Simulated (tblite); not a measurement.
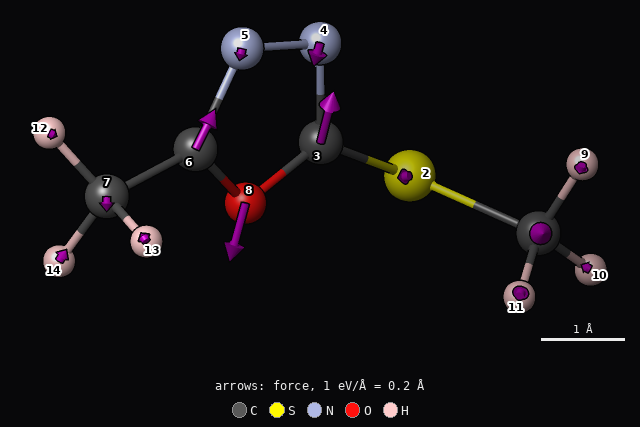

Starting geometry of C4H6N2OS with the computed forces as purple arrows. The picture is a ball-and-stick view, seen from a free direction.

The calculation used GFN2-xTB geometry optimisation, gas phase (tblite). 

Question: What follows when this structure is relaxed?

Answer: It isn't relaxed: the largest force vector, on the O atom, is 3.89 eV/Å. The final displacements have little in common with the starting forces (cosine between the two patterns 0.11). Over 154 geometry steps the energy falls by 91.3 kJ/mol. The largest moves after the best rigid fit, 1.35 Å, are those of S and H atoms. Largest moves by element: H 1.35 Å, S 1.35 Å, N 1.20 Å, C 0.90 Å, O 0.51 Å. Some distances before and after: C–N 1.363 → 1.297 Å, C–N 1.345 → 1.288 Å, C–S 1.770 → 1.721 Å, C–H 1.130 → 1.085 Å. Among the angles between lasting bonds that change: C–S–C 110.2° → 97.8°, C–O–C 112.0° → 101.9°, S–C–O 129.5° → 120.0°. Groups turn about C–S by about 90°, C–C by about 30°.
